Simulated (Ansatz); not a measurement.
# ClGeH6N3: from a rough start to a stationary point

The task is to find a stationary geometry of ClGeH6N3, check the end point by its vibrations and derive ideal-gas thermochemistry, and look at its orbitals and charge.

The runs use Ansatz 0.2.0, Gaussian basis; RKS PBE0-D4/def2-TZVP.

The runs, in order: relaxation at PBE-D4/def2-SVP; relaxation at PBE0-D4/def2-TZVP; harmonic vibrations at the same level; a single point in def2-TZVPP for the fields.

## 1. The system as given

SMILES `[NH2][Ge]([NH2])([NH2])[Cl]`, 11 atoms, charge 0, spin multiplicity 1.

Atoms are counted from 1 here; the program's logs count them from 0.

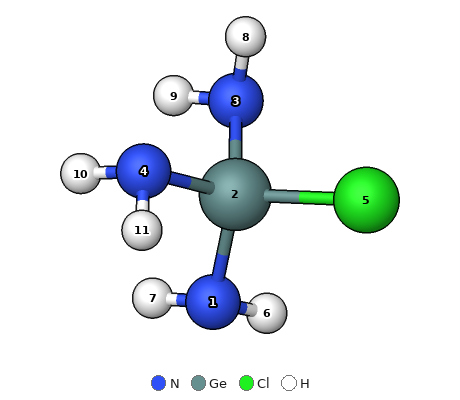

Start geometry, drawn with nitrogen blue, germanium teal, chlorine green, hydrogen white; atoms are numbered from 1 in the order of the file.

The start is a force-field geometry with small random shifts, so a cheaper pass at PBE-D4/def2-SVP comes first.

## 2. Optimising with PBE-D4/def2-SVP (cheap first pass)

Contents of in.yaml:

```yaml
crystal:
  periodic: [false, false, false]
  atoms:
    - {symbol: N, position_ang: [-1.393000, 0.800000, -0.559500]}
    - {symbol: Ge, position_ang: [0.251400, 0.419200, 0.074700]}
    - {symbol: N, position_ang: [0.060800, -0.510900, 1.666700]}
    - {symbol: N, position_ang: [1.224900, -0.624100, -1.175600]}
    - {symbol: Cl, position_ang: [1.375600, 2.237700, 0.394300]}
    - {symbol: H, position_ang: [-1.925400, 1.396900, 0.181700]}
    - {symbol: H, position_ang: [-1.929200, -0.055600, -0.672700]}
    - {symbol: H, position_ang: [1.098900, -0.763600, 1.963700]}
    - {symbol: H, position_ang: [-0.408300, -1.382600, 1.503800]}
    - {symbol: H, position_ang: [0.557900, -1.476400, -1.310000]}
    - {symbol: H, position_ang: [1.151600, -0.097500, -2.046500]}
basis:
  gaussian: {orbitals: def2-SVP}
hamiltonian: {xc: pbe, dispersion: d4}
relax: {f_tol: 0.03, max_steps: 200}
```

On the command line:

```sh
> ansatz run in.yaml --threads 4 --pin off --events-out ev --progress --plain --max-ram 11315MiB
```

Log, shortened:

```text
Functional definition: PBE
  name "PBE"
  cite "Perdew, Burke & Ernzerhof, Phys. Rev. Lett. 77, 3865 (1996) doi:10.1103/PhysRevLett.77.3865"
  parent pbe
[...]
1410 factors; their error is unknown
[...]
mean field -73576.93764114 eV, -2703.9025860725 hartree, gradient 2.4e-5 eV, S^2 0.000000; 0 other end points of the search recorded, 0 dependent functions left out
[...]
reference -73576.93767832 eV, -2703.9025874385 hartree; 38, 38 occupied and 84, 84 virtual orbitals, 1410 factors
relax step   1: F+E_penalty+E_count = -73577.20699566 eV  Δ(F+E_penalty+E_count) = +0.000e0 eV  max|allowed force component| = 3.380e0 eV/Å  Δτ_max = 0.0000 Å  (29 SCF iters, accepted)
[...]
relax step   7: F+E_penalty+E_count = -73577.65062115 eV  Δ(F+E_penalty+E_count) = -9.026e-4 eV  max|allowed force component| = 6.792e-2 eV/Å  Δτ_max = 0.0415 Å  (29 SCF iters, accepted)
[...]
relax step   8: F+E_penalty+E_count = -73577.65095614 eV  Δ(F+E_penalty+E_count) = -3.350e-4 eV  max|allowed force component| = 3.561e-3 eV/Å  Δτ_max = 0.0072 Å  (31 SCF iters, accepted)
1410 factors; their error is unknown
mean field -73577.38185023 eV, -2703.9189104555 hartree, gradient 8.7e-6 eV, S^2 0.000000; 1 other end points of the search recorded, 0 dependent functions left out
[...]
reference -73577.38188823 eV, -2703.9189118518 hartree; 38, 38 occupied and 84, 84 virtual orbitals, 1410 factors
Total energy: -73577.65099414 eV, -2703.9288013115 hartree
Atom 0 at    -1.450714     0.881908    -0.495488 Å, force    -0.000373     0.002373    -0.000231 eV/Å
Atom 1 at     0.216388     0.342425     0.065345 Å, force    -0.001333     0.002431    -0.000955 eV/Å
Atom 2 at     0.186089    -0.524560     1.688913 Å, force     0.003369     0.000632     0.002958 eV/Å
Atom 3 at     1.135861    -0.582851    -1.232742 Å, force     0.002815     0.000984    -0.000094 eV/Å
Atom 4 at     1.345400     2.169420     0.409950 Å, force     0.000328    -0.000455     0.000426 eV/Å
Atom 5 at    -1.991176     1.369435     0.228097 Å, force    -0.002266     0.001846     0.000048 eV/Å
Atom 6 at    -2.021760     0.123081    -0.883549 Å, force    -0.001178    -0.001932    -0.000434 eV/Å
Atom 7 at     1.117167    -0.801403     2.020872 Å, force     0.000888    -0.000298     0.003470 eV/Å
Atom 8 at    -0.429557    -1.345286     1.708381 Å, force    -0.001686    -0.002727    -0.001350 eV/Å
Atom 9 at     0.837541    -1.558956    -1.335562 Å, force    -0.001157    -0.003449    -0.000278 eV/Å
Atom 10 at     1.119962    -0.130112    -2.153617 Å, force     0.000591     0.000596    -0.003561 eV/Å
Dipole moment:    -0.454621    -0.758297    -0.139037 e Å
```

Run time: 10 s. Hardware: 4 threads of Intel Xeon Platinum 8375C at 2.90GHz, shared host.

The steps of the relaxation:

```
step  energy from step 1 (eV)  largest force component (eV/Å)
   1                   0.0000                          3.3805
   2                  -0.3590                          1.0949
   3                  -0.4275                          0.4219
   4                  -0.4330                          0.3444
   5                  -0.4413                          0.1030
   6                  -0.4427                          0.0509
   7                  -0.4436                          0.0679
   8                  -0.4440                          0.0036
```

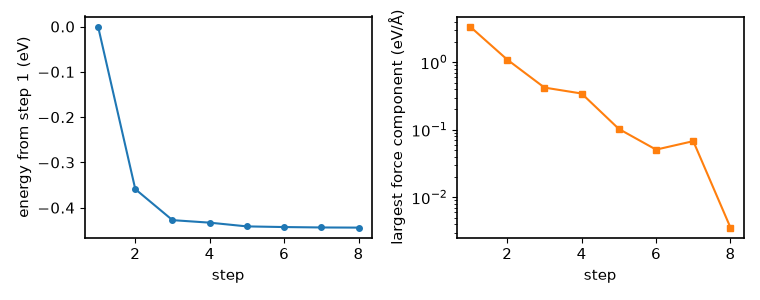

Energy and largest force along the relaxation.

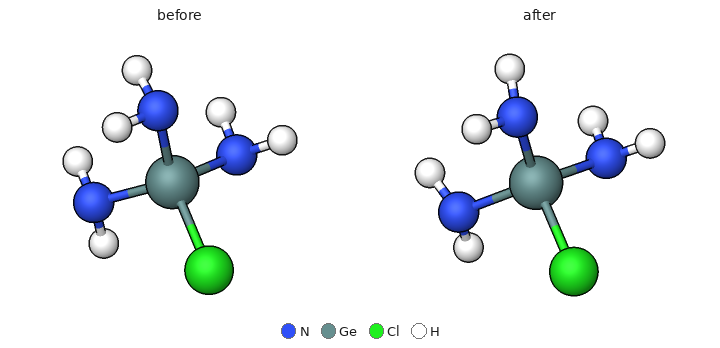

The geometry before (left) and after (right).

Distances of close pairs at the start and the end, largest changes first:

```
   bond  before (Å)  after (Å)  change (Å)
  N3–H8       1.109      1.027      -0.082
 N4–H10       1.091      1.026      -0.065
  N1–H6       1.090      1.026      -0.064
 Ge2–N4       1.897      1.840      -0.057
 N1–Ge2       1.803      1.840      +0.037
  N3–H9       1.003      1.026      +0.023
Ge2–Cl5       2.162      2.175      +0.013
 Ge2–N3       1.854      1.841      -0.013
```

## 3. Relaxation at PBE0-D4/def2-TZVP

Contents of in.yaml:

```yaml
crystal:
  periodic: [false, false, false]
  atoms:
    - {symbol: N, position_ang: [-1.450714, 0.881908, -0.495488]}
    - {symbol: Ge, position_ang: [0.216388, 0.342425, 0.065345]}
    - {symbol: N, position_ang: [0.186089, -0.524560, 1.688913]}
    - {symbol: N, position_ang: [1.135861, -0.582851, -1.232742]}
    - {symbol: Cl, position_ang: [1.345400, 2.169420, 0.409950]}
    - {symbol: H, position_ang: [-1.991176, 1.369435, 0.228097]}
    - {symbol: H, position_ang: [-2.021760, 0.123081, -0.883549]}
    - {symbol: H, position_ang: [1.117167, -0.801403, 2.020872]}
    - {symbol: H, position_ang: [-0.429557, -1.345286, 1.708381]}
    - {symbol: H, position_ang: [0.837541, -1.558956, -1.335562]}
    - {symbol: H, position_ang: [1.119962, -0.130112, -2.153617]}
basis:
  gaussian: {orbitals: def2-TZVP}
hamiltonian: {xc: pbe0, dispersion: d4}
relax: {f_tol: 0.005, max_steps: 150}
```

Launched as before.

Log, shortened:

```text
Functional definition: PBE0
  name "PBE0"
  cite "Adamo & Barone, J. Chem. Phys. 110, 6158 (1999) doi:10.1063/1.478522"
  cite "Perdew, Burke & Ernzerhof, Phys. Rev. Lett. 77, 3865 (1996) doi:10.1103/PhysRevLett.77.3865"
  parent pbe
[...]
1398 factors; their error is unknown
[...]
mean field -73597.32334952 eV, -2704.6517470374 hartree, gradient 2.2e-5 eV, S^2 0.000000; 0 other end points of the search recorded, 0 dependent functions left out
[...]
reference -73597.32338025 eV, -2704.6517481667 hartree; 38, 38 occupied and 176, 176 virtual orbitals, 1398 factors
relax step   1: F+E_penalty+E_count = -73597.55319795 eV  Δ(F+E_penalty+E_count) = +0.000e0 eV  max|allowed force component| = 5.952e-1 eV/Å  Δτ_max = 0.0000 Å  (29 SCF iters, accepted)
[...]
Atom 1 at     0.219896     0.348760     0.066227 Å, force     0.001577    -0.000983    -0.000660 eV/Å
Atom 2 at     0.212390    -0.539219     1.654082 Å, force     0.002212     0.002387    -0.002896 eV/Å
Atom 3 at     1.095486    -0.561280    -1.242248 Å, force    -0.002215     0.003533     0.004203 eV/Å
Atom 4 at     1.333561     2.153807     0.407713 Å, force     0.000178     0.001383     0.000354 eV/Å
Atom 5 at    -2.001323     1.342997     0.237067 Å, force    -0.001164    -0.001025    -0.001715 eV/Å
Atom 6 at    -1.989452     0.158771    -0.926201 Å, force    -0.004407     0.001381     0.000568 eV/Å
Atom 7 at     1.112731    -0.837177     2.000258 Å, force    -0.002120    -0.001688     0.001087 eV/Å
Atom 8 at    -0.461427    -1.286533     1.731364 Å, force     0.001502    -0.002341     0.002467 eV/Å
Atom 9 at     0.906100    -1.551023    -1.288399 Å, force     0.000450    -0.000340    -0.002857 eV/Å
Atom 10 at     1.080976    -0.150688    -2.164093 Å, force     0.000174    -0.002534     0.000461 eV/Å
Dipole moment:    -0.444437    -0.746106    -0.134966 e Å
```

Run time: 28 s. Hardware: 4 threads of Intel Xeon Platinum 8375C at 2.90GHz, shared host; peak memory 0.69 GiB.

Along the way:

```
step  energy from step 1 (eV)  largest force component (eV/Å)
   1                   0.0000                          0.5952
   2                  -0.0413                          0.1935
   3                  -0.0471                          0.0678
   4                  -0.0486                          0.2454
   5                  -0.0495                          0.1836
   6                  -0.0524                          0.0191
   7                  -0.0525                          0.0044
```

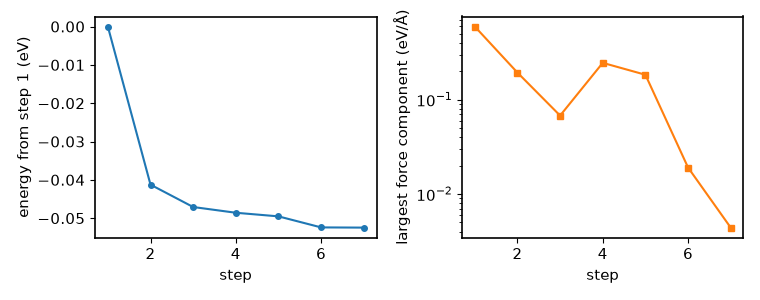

Energy and force, step by step.

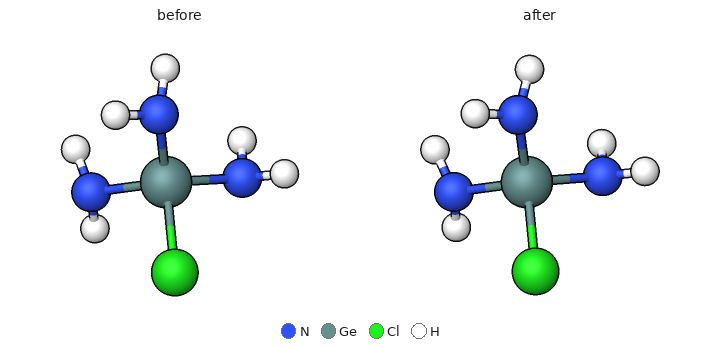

Before and after, at one scale.

Close pairs (by a distance rule), those that changed most:

```
   bond  before (Å)  after (Å)  change (Å)
Ge2–Cl5       2.175      2.148      -0.027
 Ge2–N4       1.840      1.818      -0.022
 N1–Ge2       1.840      1.818      -0.022
 Ge2–N3       1.841      1.819      -0.022
 N4–H10       1.026      1.009      -0.017
 N4–H11       1.026      1.009      -0.017
  N1–H7       1.026      1.009      -0.017
  N3–H9       1.026      1.009      -0.017
```

Mulliken charges at the end point, from the run's report:

```
atom  value (e)
  N1      -0.61
 Ge2       0.75
  N3      -0.61
  N4      -0.61
 Cl5      -0.34
  H6       0.25
  H7       0.23
  H8       0.25
  H9       0.23
 H10       0.23
 H11       0.25
```

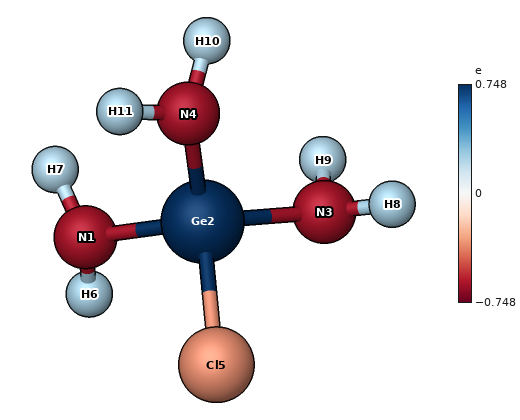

Mulliken charges at the end point, from the run's report, as colours on the atoms.

## 4. Force constants and modes

Contents of in.yaml:

```yaml
crystal:
  periodic: [false, false, false]
  atoms:
    - {symbol: N, position_ang: [-1.443736, 0.864688, -0.455171]}
    - {symbol: Ge, position_ang: [0.219896, 0.348760, 0.066227]}
    - {symbol: N, position_ang: [0.212390, -0.539219, 1.654082]}
    - {symbol: N, position_ang: [1.095486, -0.561280, -1.242248]}
    - {symbol: Cl, position_ang: [1.333561, 2.153807, 0.407713]}
    - {symbol: H, position_ang: [-2.001323, 1.342997, 0.237067]}
    - {symbol: H, position_ang: [-1.989452, 0.158771, -0.926201]}
    - {symbol: H, position_ang: [1.112731, -0.837177, 2.000258]}
    - {symbol: H, position_ang: [-0.461427, -1.286533, 1.731364]}
    - {symbol: H, position_ang: [0.906100, -1.551023, -1.288399]}
    - {symbol: H, position_ang: [1.080976, -0.150688, -2.164093]}
basis:
  gaussian: {orbitals: def2-TZVP}
hamiltonian: {xc: pbe0, dispersion: d4}
phonons: {temperatures: {t_min: 298.15, t_max: 900, t_step: 200}}
```

Same command.

Log, shortened:

```text
Functional definition: PBE0
  name "PBE0"
  cite "Adamo & Barone, J. Chem. Phys. 110, 6158 (1999) doi:10.1063/1.478522"
  cite "Perdew, Burke & Ernzerhof, Phys. Rev. Lett. 77, 3865 (1996) doi:10.1103/PhysRevLett.77.3865"
  parent pbe
[...]
1398 factors; their error is unknown
[...]
mean field -73597.37308371 eV, -2704.6535747353 hartree, gradient 2.9e-5 eV, S^2 0.000000; 0 other end points of the search recorded, 0 dependent functions left out
[...]
reference -73597.37311450 eV, -2704.6535758666 hartree; 38, 38 occupied and 176, 176 virtual orbitals, 1398 factors
[...]
1398 factors; their error is unknown
mean field -73597.37288857 eV, -2704.6535675640 hartree, gradient 1.5e-6 eV, S^2 0.000000; 0 other end points of the search recorded, 0 dependent functions left out
[...]
reference -73597.37291936 eV, -2704.6535686954 hartree; 38, 38 occupied and 176, 176 virtual orbitals, 1398 factors
[...]
1398 factors; their error is unknown
[...]
WARN: phonons: modes at or below zero, which the zero-point energy, F, S and C_V leave out: 1, the lowest at -45.17 cm⁻¹. A minimum has none, and a first-order saddle one
[...]
Atom 3 at     1.095486    -0.561280    -1.242248 Å, force    -0.002217     0.003535     0.004173 eV/Å
Atom 4 at     1.333561     2.153807     0.407713 Å, force     0.000186     0.001392     0.000350 eV/Å
Atom 5 at    -2.001323     1.342997     0.237067 Å, force    -0.001162    -0.001027    -0.001706 eV/Å
Atom 6 at    -1.989452     0.158771    -0.926201 Å, force    -0.004378     0.001384     0.000554 eV/Å
Atom 7 at     1.112731    -0.837177     2.000258 Å, force    -0.002118    -0.001684     0.001084 eV/Å
Atom 8 at    -0.461427    -1.286533     1.731364 Å, force     0.001502    -0.002342     0.002459 eV/Å
Atom 9 at     0.906100    -1.551023    -1.288399 Å, force     0.000450    -0.000343    -0.002848 eV/Å
Atom 10 at     1.080976    -0.150688    -2.164093 Å, force     0.000169    -0.002537     0.000471 eV/Å
Dipole moment:    -0.444438    -0.746105    -0.134966 e Å
Vibrations: -45.17 54.71 208.65 215.71 217.16 225.37 227.30 275.59 410.70 436.87 449.68 455.65 694.40 723.37 724.30 872.37 876.17 884.58 1565.43 1567.47 1568.16 3572.42 3574.78 3576.57 3676.41 3679.33 3681.60 cm⁻¹, zero-point energy 2.133443 eV
```

Run time: 3 min. Hardware: 4 threads of Intel Xeon Platinum 8375C at 2.90GHz, shared host; peak memory 0.75 GiB.

Motions are named by where the mode's potential energy lies. Wavenumbers, unscaled:

```
mode  cm⁻¹             motion
   1   -45            torsion
   2    55            torsion
   3   209            torsion
   4   216  torsion with bend
   5   217  torsion with bend
   6   225  bend with torsion
   7   227  bend with torsion
   8   276            torsion
   9   411      Ge–Cl stretch
  10   437            torsion
  11   450            torsion
  12   456            torsion
  13   694       Ge–N stretch
  14   723       Ge–N stretch
  15   724       Ge–N stretch
  16   872               bend
  17   876               bend
  18   885               bend
  19  1565               bend
  20  1567               bend
  21  1568               bend
  22  3572        N–H stretch
  23  3575        N–H stretch
  24  3577        N–H stretch
  25  3676        N–H stretch
  26  3679        N–H stretch
  27  3682        N–H stretch
```

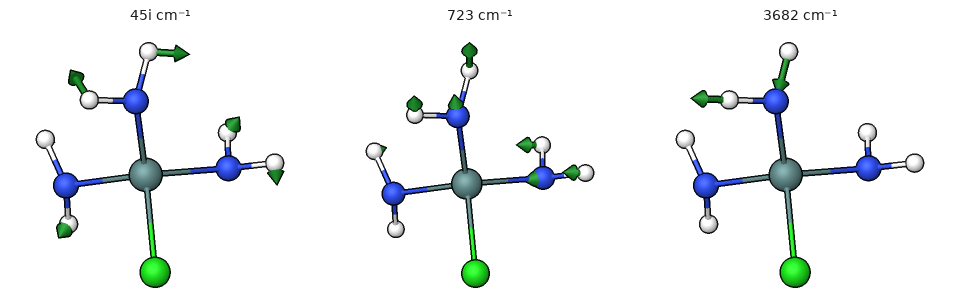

How the atoms move in 3 of the modes.

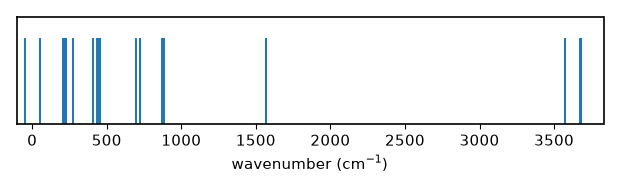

The harmonic wavenumbers as sticks (no intensities were computed).

No thermochemistry is derived: a mode is imaginary or nearly free.

## 5. A single point for the fields

Edit in.yaml of step 4 so:

```diff
@@ -15,4 +15,4 @@
 basis:
-  gaussian: {orbitals: def2-TZVP}
+  gaussian: {orbitals: def2-TZVPP}
 hamiltonian: {xc: pbe0, dispersion: d4}
-phonons: {temperatures: {t_min: 298.15, t_max: 900, t_step: 200}}
+output: {orbitals: {seedname: orbitals}}
```

Launched as before.

Log:

```text
Functional definition: PBE0
  name "PBE0"
  cite "Adamo & Barone, J. Chem. Phys. 110, 6158 (1999) doi:10.1063/1.478522"
  cite "Perdew, Burke & Ernzerhof, Phys. Rev. Lett. 77, 3865 (1996) doi:10.1103/PhysRevLett.77.3865"
  parent pbe
  parameter a = 0.25
  parameter kappa = 0.804
  parameter beta = 0.06672455060314922
  exchange = (1 - a)*pbe_x(kappa = kappa, mu = beta*pi^2/3) + a*exact_x
  correlation = pbe_c(beta = beta)
1545 factors; their error is unknown
mean field evaluation 1: about -73581.1239 eV, gradient 9.6e1 eV
mean field evaluation 2: about -73564.7681 eV, gradient 1.3e2 eV
mean field evaluation 4: about -73597.1829 eV, gradient 4.0e0 eV
mean field evaluation 8: about -73597.2142 eV, gradient 4.1e-2 eV
mean field evaluation 16: about -73597.5212 eV, gradient 3.3e-5 eV
mean field -73597.52117145 eV, -2704.6590168591 hartree, gradient 3.3e-5 eV, S^2 0.000000; 0 other end points of the search recorded, 0 dependent functions left out
reference -73597.52120166 eV, -2704.6590179696 hartree; 38, 38 occupied and 229, 229 virtual orbitals, 1545 factors
Total energy: -73597.75377746 eV, -2704.6675649724 hartree
```

Wall time 3.6 s (4 threads of Intel Xeon Platinum 8375C at 2.90GHz, shared host); peak memory 0.85 GiB.

Orbitals, density, ELF and potential are computed afterwards from the orbital file.

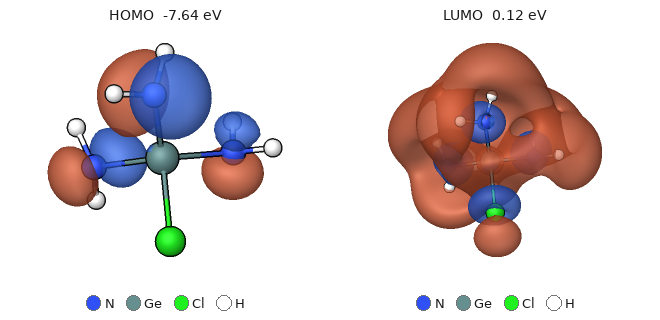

Frontier orbitals at PBE0-D4/def2-TZVPP; each surface holds 70 % of the orbital's density, blue and red mark the sign.

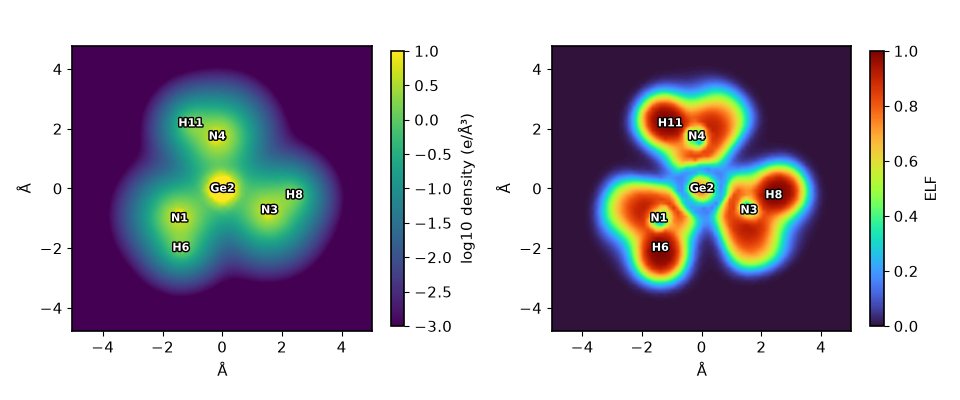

Density (left) and ELF (right) in a plane through or near 7 of the atoms.

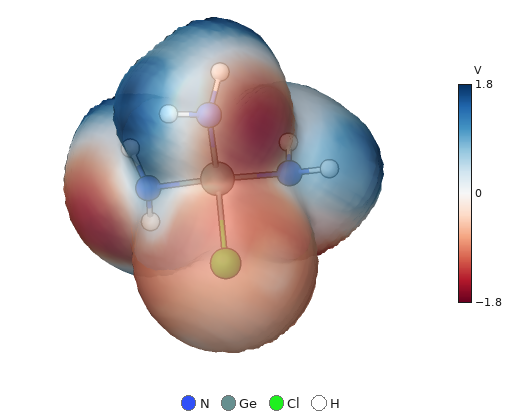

Electrostatic potential on the surface of density 0.002 e/bohr³; red is low, blue high. It runs from -1.41 V near N4 to 1.80 V near H10.

## 6. Results

| quantity | value |
| --- | --- |
| point group | C1 |
| steps | 8 + 7 |
| shift from the start (rms) | 0.197 Å |
| total energy | -73597.6057 eV |
| dispersion term | -233 meV |
| dipole moment | 4.22 D |
| lowest, highest wavenumber | -45, 3682 cm⁻¹ |
| HOMO, LUMO | -7.64, 0.12 eV |

The relaxed geometry lies 0.20 Å (rms) from the start; the bond that changed most is N3–H8, from 1.109 to 1.010 Å. 1 imaginary mode (down to -45 cm⁻¹): the end point is a saddle, not a minimum. The stiffest mode, 3682 cm⁻¹, is an N–H stretch. Harmonic hybrid wavenumbers usually lie a few per cent above measured fundamentals. The largest Mulliken charge, +0.75 e, sits on Ge2. The HOMO lies mostly on N4 45 %; N1, N3 about 14 % each and the LUMO on H7, H9, H10 about 14 % each; Ge2 9 %.
